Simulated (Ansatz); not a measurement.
| atom | x (Å) | y (Å) | z (Å) |
| --- | --- | --- | --- |
| B | 0.0120 | -0.0358 | 0.0132 |
| O | 0.0224 | -0.1177 | 1.3639 |
| H | -0.8805 | -0.1601 | 1.7313 |
| Cl | 1.5392 | 0.0517 | -0.8627 |
| F | -1.1348 | -0.0195 | -0.6786 |

The calculation used RKS PBE/def2-SVP in Ansatz.

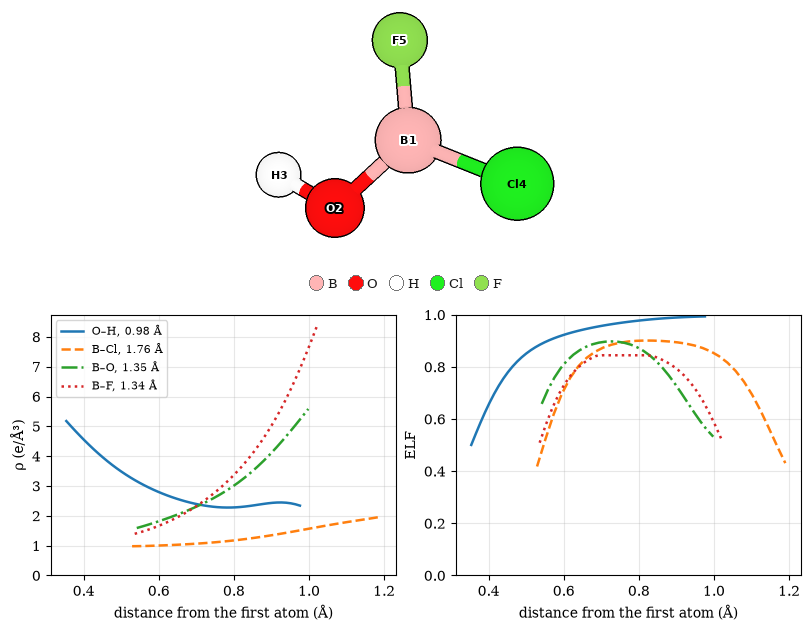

BClFHO. Total electron density and electron localisation function along straight lines between neighbouring atoms. The curves leave out the atomic cores. The structure is drawn too.

What can be read from the curves?

Answer. O–H (0.98 Å): the density is about 3.6 e/Å³ at the midpoint; the ELF climbs to about 1 towards the hydrogen, as it does in any bond to H (an ordinary covalent bond to hydrogen).
B–Cl (1.76 Å): the density is about 1.3 e/Å³ at the midpoint; the ELF peaks at about 0.90 between the atoms (a polar covalent bond).
B–O (1.35 Å): ρ at the midpoint is about 2.2 e/Å³; the ELF peaks at about 0.90 between the atoms: a polar covalent bond.
B–F (1.34 Å): ρ is about 2.1 e/Å³ halfway; the ELF peaks at about 0.85 between the atoms: a shared but strongly polarised pair.
